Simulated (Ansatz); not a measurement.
The parent structure is Ga₂O₃ in the corundum structure (space group R-3c, No. 167; a = 5.058 Å, c = 13.624 Å (hexagonal axes)).

One thing is altered: cell and atoms relaxed at a pressure of 4.5 GPa.

Method: DFT with PBE, PAW potentials and a 420 eV plane-wave cutoff in Ansatz (a quantum-chemistry and plane-wave program), spin-orbit coupling left out, earlier PAW set.

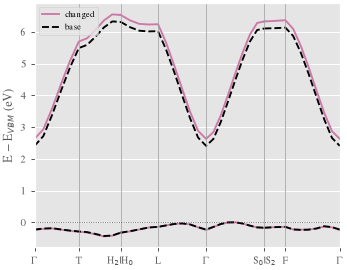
*Highest valence and lowest conduction band along the path, each from its own valence-band maximum*

The gap is 2.63 eV, indirect, Γ–S₀ (50 % along) → Γ; the base has 2.41 eV.

Load acts through the strain it causes; cell and atoms are relaxed under it. No phonon test of stability was made.
